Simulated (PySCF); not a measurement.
**PH3 (phosphine): B2PLYP/6-31G**

What is the vertical ionisation energy of PH3 (phosphine) at B2PLYP/6-31G? 

Program for the calculation: PySCF 2.14.0.

5 further runs of the same task are left out: 5 set aside as unsound or not needed.

### 1 The system as given

PH3: 4 atoms, total charge 0, spin state singlet. As SMILES, `P`. The coordinates come from a PBE0-D4/def2-TZVP relaxation.

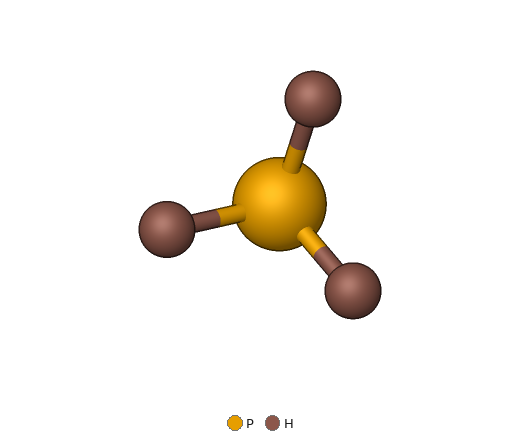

Viewed from a chosen angle; phosphorus amber, hydrogen brown.

### 2 The energy at B2PLYP/6-31G

Contents of run.py:

```python
from pyscf import gto, dft, mp

molecule = gto.M(
    atom='''
P      0.653845    -0.616996    -0.628901
H      1.192228    -0.064251     1.940749
H     -1.900120    -1.252888    -0.108092
H      0.054235     1.934135    -1.203567
''',
    charge=0,
    unit='bohr',
    basis='6-31g',
    spin=0,
    max_memory=1860,
    verbose=4,
)

mf = dft.RKS(molecule)
mf.xc = '0.53*HF + 0.47*B88, 0.73*LYP'
mf.grids.level = 5
mf.conv_tol = 1e-10
mf.kernel()
if not mf.converged:
    mf = mf.newton().run(mf.mo_coeff, mf.mo_occ)

pt = mp.MP2(mf, frozen=5).run()
e_final = mf.e_tot + 0.27 * pt.e_corr
print('PT2 part  %.8f' % (0.27 * pt.e_corr))
print('Final energy', e_final)
```

Run with:

```sh
$ OMP_NUM_THREADS=1 python run.py
```

Log:

```text
PySCF version 2.14.0

[INPUT] num. atoms = 4
[INPUT] num. electrons = 18
[INPUT] charge = 0
[INPUT] spin (= nelec alpha-beta = 2S) = 0
[INPUT] symmetry False subgroup None
[INPUT] Mole.unit = bohr
[INPUT] Symbol           X                Y                Z      unit          X                Y                Z       unit  Magmom
[INPUT]  1 P      0.345999873474  -0.326500222429  -0.332800077125 AA    0.653845000000  -0.616996000000  -0.628901000000 Bohr   0.0
[INPUT]  2 H      0.630899887821  -0.034000164979   1.027000142916 AA    1.192228000000  -0.064251000000   1.940749000000 Bohr   0.0
[INPUT]  3 H     -1.005500202013  -0.662999777435  -0.057199823083 AA   -1.900120000000  -1.252888000000  -0.108092000000 Bohr   0.0
[INPUT]  4 H      0.028699926034   1.023500164843  -0.636900228215 AA    0.054235000000   1.934135000000  -1.203567000000 Bohr   0.0

[... 56 lines left out ...]
converged SCF energy = -342.886476936365
[... 1 line left out ...]
******** <class 'pyscf.mp.mp2.RMP2'> ********
nocc = 4, nmo = 14
frozen orbitals 5
E(RMP2) = -342.96663332591  E_corr = -0.0801563895447777
E(SCS-RMP2) = -342.976083264531  E_corr = -0.0896063281655864
E_corr(same-spin) = -0.00759385302478481
E_corr(oppo-spin) = -0.0725625365199929
PT2 part  -0.02164223
Final energy -342.90811916154206
```

Run time: 2.8 s. Hardware: 1 thread of Arm Neoverse N1, shared host; peak memory 0.18 GiB.

### 3 The doublet cation, same level

Contents of input.py:

```python
from pyscf import gto, dft, mp

mol = gto.M(
    atom='''
P      0.653845    -0.616996    -0.628901
H      1.192228    -0.064251     1.940749
H     -1.900120    -1.252888    -0.108092
H      0.054235     1.934135    -1.203567
''',
    basis='6-31g',
    charge=1,
    unit='bohr',
    verbose=4,
    spin=1,
    max_memory=1860,
)

mf = dft.UKS(mol, xc='0.53*HF + 0.47*B88, 0.73*LYP')
mf.conv_tol = 1e-10
mf.grids.level = 5
mf.kernel()
if not mf.converged:
    mf = mf.newton().run(mf.mo_coeff, mf.mo_occ)

pt = mp.MP2(mf, frozen=5).run()
etot = mf.e_tot + 0.27 * pt.e_corr
print('PT2 part  %.8f' % (0.27 * pt.e_corr))
print('E = %.10f Eh' % etot)
```

Run with:

```sh
$ OMP_NUM_THREADS=1 python input.py
```

Log:

```text
PySCF version 2.14.0

[INPUT] num. atoms = 4
[INPUT] num. electrons = 17
[INPUT] charge = 1
[INPUT] spin (= nelec alpha-beta = 2S) = 1
[INPUT] symmetry False subgroup None
[INPUT] Mole.unit = bohr
[INPUT] Symbol           X                Y                Z      unit          X                Y                Z       unit  Magmom
[INPUT]  1 P      0.345999873474  -0.326500222429  -0.332800077125 AA    0.653845000000  -0.616996000000  -0.628901000000 Bohr   0.0
[INPUT]  2 H      0.630899887821  -0.034000164979   1.027000142916 AA    1.192228000000  -0.064251000000   1.940749000000 Bohr   0.0
[INPUT]  3 H     -1.005500202013  -0.662999777435  -0.057199823083 AA   -1.900120000000  -1.252888000000  -0.108092000000 Bohr   0.0
[INPUT]  4 H      0.028699926034   1.023500164843  -0.636900228215 AA    0.054235000000   1.934135000000  -1.203567000000 Bohr   0.0

[... 80 lines left out ...]
converged SCF energy = -342.514155125716  <S^2> = 0.75146412  2S+1 = 2.0014636
[... 1 line left out ...]
******** <class 'pyscf.mp.ump2.UMP2'> ********
nocc = (np.int64(4), np.int64(3)), nmo = (14, 14)
frozen orbitals 5
E(UMP2) = -342.582421594515  E_corr = -0.068266468799467
E(SCS-UMP2) = -342.591352750707  E_corr = -0.0771976249909309
E_corr(same-spin) = -0.00544862027126486
E_corr(oppo-spin) = -0.0628178485282022
PT2 part  -0.01843195
E = -342.5325870723 Eh
```

Wall time 4.5 s (1 thread of Arm Neoverse N1, shared host); peak memory 0.19 GiB.

### 4 Summary of results

At B2PLYP/6-31G, 5 core orbitals frozen:

| quantity | value |
| --- | --- |
| singlet PH3: total energy | -342.90812 Eh |
| singlet PH3: dipole moment (SCF part) | 1.33 D |
| singlet PH3: HOMO energy (SCF part's orbitals) | -8.68 eV |
| singlet PH3: LUMO energy (SCF part's orbitals) | 2.55 eV |
| singlet PH3: HOMO–LUMO gap (SCF part's orbitals) | 11.23 eV |
| doublet cation: total energy | -342.53259 Eh |
| doublet cation: HOMO energy (SCF part's orbitals) (highest over α and β) | -18.88 eV |
| doublet cation: LUMO energy (SCF part's orbitals) (lowest over α and β) | -11.57 eV |
| doublet cation: ⟨S²⟩ | 0.751 |
| vertical ionisation energy (to the doublet cation) | 10.219 eV |

What this shows: The vertical ionisation energy comes to 10.22 eV (986 kJ/mol). The negative HOMO energy of the first species, 8.68 eV, lies 1.53 eV below that difference. Mulliken charges (singlet PH3) run from -0.03 on H2 to +0.08 on P1.
